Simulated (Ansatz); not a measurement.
Partial pair distribution functions of a relaxed model of amorphous Hf18O41P2, broadened by 0.06 Å; density 8.49 g/cm³. Level of theory: PBE, scalar-relativistic without spin-orbit coupling (plane waves to 420 eV, PAW; Ansatz, an electronic-structure program).

A CHGNet melt-quench gave the starting glass, which DFT then relaxed. O atoms were pushed apart under 1.9 Å during the dynamics, to hinder bonds among them. The hot cell started wider than the set density and was brought back towards it in steps. It is the lowest in DFT energy of 2 quenches. It is a model cell: composition and starting density were chosen by hand, and all elements were melted together. No dispersion term was used. Its density started from a set value of 8.17 and ended at 8.49 g/cm³. Cooling (nominally 450 K/ps over its main leg) ran many orders faster than in experiment, which tends to leave more defects and strain. Values belong to this one cell and scatter from quench to quench. Volume and shape were free in the relaxation.

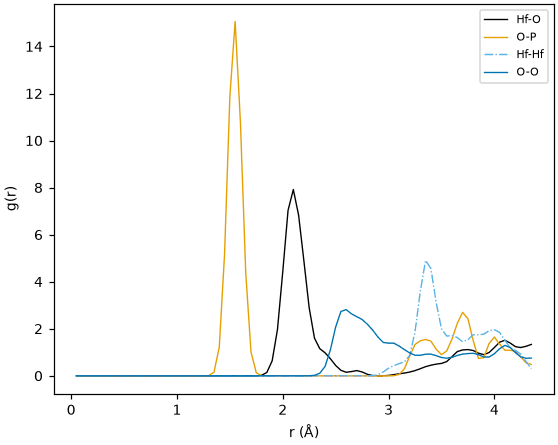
Figure. Partial pair distribution functions

Highest peaks under 4.5 Å: Hf-O near 2.10 Å, O-P near 1.55 Å, Hf-Hf near 3.35 Å, O-O near 2.60 Å; pairs of few atoms are noisy.

Within 2.84 Å each Hf has 6.61 O neighbours on average.
